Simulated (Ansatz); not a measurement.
Input

```
crystal:
  periodic: [false, false, false]
  atoms:
    - { symbol: Si, position_ang: [0.0, 0.0, 0.0] }
    - { symbol: Cl, position_ang: [0.0, 0.0, 2.48] }
    - { symbol: H, position_ang: [1.3768, 0.0, -0.4862] }
    - { symbol: H, position_ang: [-0.6877, 1.1914, -0.4862] }
    - { symbol: H, position_ang: [-0.6877, -1.1914, -0.4862] }
    - { symbol: O, position_ang: [-1.879, 0.0, 0.6243] }
    - { symbol: Al, position_ang: [-3.1927, -0.9643, -0.0916] }
    - { symbol: H, position_ang: [-2.9236, -2.4314, -0.5488] }
    - { symbol: H, position_ang: [-4.6133, -0.3425, -0.2619] }
    - { symbol: H, position_ang: [-1.3553, 0.0, 1.769] }
basis:
  gaussian: { orbitals: def2-SVP }
hamiltonian:
  xc: pbe
relax:
  f_tol: 0.15
  max_steps: 25
  restrain:
    - { distance: [0, 5], at: 1.68, k: 30.0 }
    - { distance: [9, 1], at: 1.37, k: 30.0 }
    - { distance: [0, 1], at: 3.33, k: 30.0 }
    - { distance: [9, 5], at: 2.21, k: 30.0 }
output:
  orbitals: {}
```

Run with:

```sh
ansatz run input.yaml --threads 2 --pin off --max-ram 3072MiB --backend cpu --events-out ev --progress --plain --runs-dir out
```

The fields are those of the run's last geometry, not of the input's.

Not at a stationary point (largest force 0.8 eV/Å).

Computed with Ansatz 0.2.0, RKS PBE/def2-SVP.

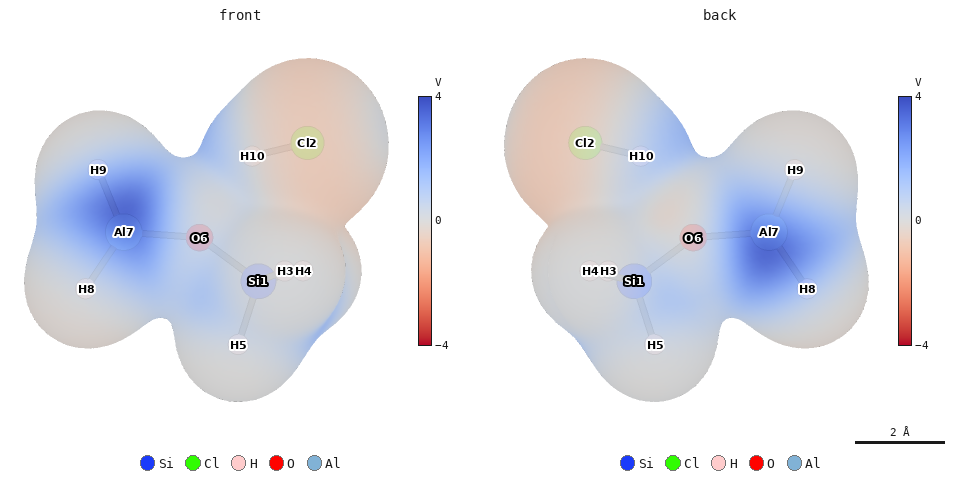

AlH5OSi···HCl. The electrostatic potential painted on the density surface at 0.002 e/bohr³, seen from the front and from behind; the colour scale runs from red (negative) to blue (positive).

Q: Describe the electrostatic potential map.

A: The most negative region (about −0.7 V) lies over Cl2, the most positive (about +3.4 V) over Al7.
